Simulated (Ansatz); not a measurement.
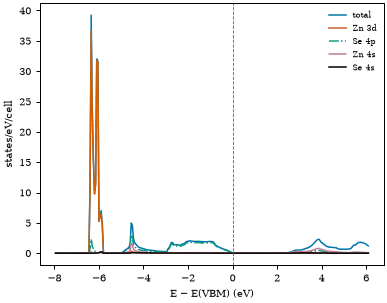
*Total and projected density of states of ZnSe (zinc blende, F-43m), PBE (plane waves, PAW; program Ansatz)*

### Question
Which orbitals carry the states next to the gap?

### Answer
Top 1 eV of the valence band: Se 4p 91 %. Bottom 1 eV of the conduction band: Zn 4s 57 %, Se 4p 21 %, Se 4s 20 %. Projections are on Löwdin-orthogonalised atomic valence shells; empty p or d shells of many metals are not among them.

### Question
Where is the tallest occupied peak in this window, and what makes it?

### Answer
Near -6.3 eV, about 39 states/eV per cell; the largest projected share is Zn 3d.

The PBE relaxation kept the symmetry of its start. Spin–orbit coupling is left out wherever it is not named.

Potentials: the earlier of the program's two PAW sets.
